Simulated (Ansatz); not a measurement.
# CH3Cl2Si (SMILES [CH2][SiH](Cl)Cl): UB3LYP/6-31G(d) (spherical functions)

What is the vertical ionisation energy of CH3Cl2Si at UB3LYP/6-31G* (spherical functions)? 

Program for the calculation: Ansatz 0.2.0.

58 further runs of the same task are left out: 2 that didn't finish, 56 set aside as unsound or not needed. Runs told in other sessions of the task aren't counted.

## Step 1: The molecule

The species is CH3Cl2Si (7 atoms), meant as a doublet with charge 0. SMILES: `[CH2][SiH](Cl)Cl`. The shape is that of a PBE0-D4/def2-TZVP optimisation. This is one conformer, not always the lowest.

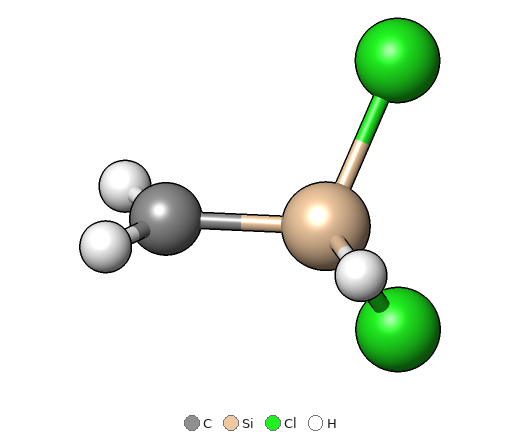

The structure, seen from a chosen angle (carbon grey, silicon light orange, chlorine green, hydrogen white).

## Step 2: The energy at UB3LYP/6-31G(d) (spherical functions)

job.yaml

```yaml
crystal:
  periodic: [false, false, false]
  atoms:
    - symbol: C
      position_ang: [-0.692700, 0.892600, 0.197500]
    - symbol: Si
      position_ang: [0.466300, -0.499500, -0.003900]
    - symbol: Cl
      position_ang: [1.593800, -0.235400, -1.694300]
    - symbol: Cl
      position_ang: [-0.574000, -2.252500, -0.209200]
    - symbol: H
      position_ang: [-1.447700, 1.127200, -0.545500]
    - symbol: H
      position_ang: [-0.668800, 1.540600, 1.067500]
    - symbol: H
      position_ang: [1.384500, -0.641000, 1.142000]
basis:
  gaussian: {orbitals: 6-31G_st_-spherical.json}
magnetization: {spin_polarized: true, initial_magnetization: 1}
hamiltonian: {xc: {name: B3LYP}}
accuracy: high
output: {orbitals: {seedname: orbitals}}
```

The basis set 6-31G* is read from a file made from the Basis Set Exchange's data (not shown).

The run is started by

```sh
$ ansatz run job.yaml --threads 1 --pin off --max-ram 3480MiB --events-out events.jsonl --progress --plain --runs-dir runs
```

The log of the run:

```text
Warning: RAYON_NUM_THREADS=1 ignored (pool sized by the plan → 1); use --threads N
Functional definition: B3LYP
  name "B3LYP"
  parameter a0 = 0.2
  parameter ax = 0.72
  parameter ac = 0.81
  exchange = (1 - a0 - ax)*slater_x + ax*b88_x + a0*exact_x
  correlation = (1 - ac)*vwn_rpa_c + ac*lyp_c
1599 factors; integrals over basis functions are off by at most 3.7e-9 eV
mean field evaluation 1: about -34006.8163 eV, gradient 2.3e1 eV
mean field evaluation 2: about -34006.2164 eV, gradient 2.4e1 eV
mean field evaluation 4: about -34009.5324 eV, gradient 9.1e-1 eV
mean field evaluation 8: about -34009.6791 eV, gradient 1.3e-1 eV
mean field evaluation 16: about -34009.6793 eV, gradient 7.1e-5 eV
mean field -34009.67927575 eV, -1249.8326607952 hartree, gradient 1.9e-8 eV, S^2 0.753272; 0 other end points of the search recorded, 0 dependent functions left out
reference -34009.67931339 eV, -1249.8326621785 hartree; 29, 28 occupied and 45, 46 virtual orbitals, 1599 factors
Total energy: -34009.67931339 eV, -1249.8326621785 hartree
```

It took 14 s on 1 thread of Arm Neoverse V2, shared host; peak memory 0.36 GiB.

## Step 3: The singlet cation at the same level

input.yaml

```yaml
basis:
  gaussian:
    orbitals: 6-31G_st_-spherical.json
crystal:
  periodic: [false, false, false]
  atoms:
    - {symbol: C, position_ang: [-0.692700, 0.892600, 0.197500]}
    - {symbol: Si, position_ang: [0.466300, -0.499500, -0.003900]}
    - {symbol: Cl, position_ang: [1.593800, -0.235400, -1.694300]}
    - {symbol: Cl, position_ang: [-0.574000, -2.252500, -0.209200]}
    - {symbol: H, position_ang: [-1.447700, 1.127200, -0.545500]}
    - {symbol: H, position_ang: [-0.668800, 1.540600, 1.067500]}
    - {symbol: H, position_ang: [1.384500, -0.641000, 1.142000]}
total_charge: 1
hamiltonian:
  xc: {name: B3LYP}
accuracy: high
output:
  orbitals: {seedname: orbitals}
```

The basis set 6-31G* is read from a file made from the Basis Set Exchange's data (not shown).

The run is started by

```sh
$ ansatz run input.yaml --threads 1 --pin off --max-ram 3480MiB --events-out events.jsonl --progress --plain --runs-dir runs
```

The log of the run, cut to the lines that bear on the results:

```text
Warning: RAYON_NUM_THREADS=1 ignored (pool sized by the plan → 1); use --threads N
[... 7 set-up lines as earlier in the session ...]
1598 factors; integrals over basis functions are off by at most 3.7e-9 eV
mean field evaluation 1: about -33997.4267 eV, gradient 2.8e1 eV
mean field evaluation 2: about -33995.5852 eV, gradient 3.5e1 eV
mean field evaluation 4: about -33999.7475 eV, gradient 6.2e-1 eV
mean field evaluation 8: about -33999.9000 eV, gradient 1.9e-1 eV
mean field evaluation 16: about -33999.9001 eV, gradient 1.8e-4 eV
mean field -33999.90014829 eV, -1249.4732844894 hartree, gradient 7.2e-8 eV, S^2 0.000000; 0 other end points of the search recorded, 0 dependent functions left out
reference -33999.90018659 eV, -1249.4732858973 hartree; 28, 28 occupied and 46, 46 virtual orbitals, 1598 factors
Total energy: -33999.90018659 eV, -1249.4732858973 hartree
```

Wall time 7.8 s (1 thread of Arm Neoverse V2, shared host); peak memory 0.24 GiB.

## Step 4: Outcome

At UB3LYP/6-31G* (spherical functions):

| quantity | value |
| --- | --- |
| doublet CH3Cl2Si: total energy | -1249.83266 Eh |
| doublet CH3Cl2Si: HOMO energy (highest over α and β) | -7.23 eV |
| doublet CH3Cl2Si: LUMO energy (lowest over α and β) | -3.24 eV |
| doublet CH3Cl2Si: ⟨S²⟩ | 0.753 |
| singlet cation: total energy | -1249.47329 Eh |
| singlet cation: HOMO energy | -14.24 eV |
| singlet cation: LUMO energy | -12.02 eV |
| singlet cation: HOMO–LUMO gap | 2.22 eV |
| vertical ionisation energy (to the singlet cation) | 9.779 eV |

Removing an electron at fixed nuclei costs 9.78 eV (226 kcal/mol). Only the singlet of the ionised species was computed; a triplet could lie lower.
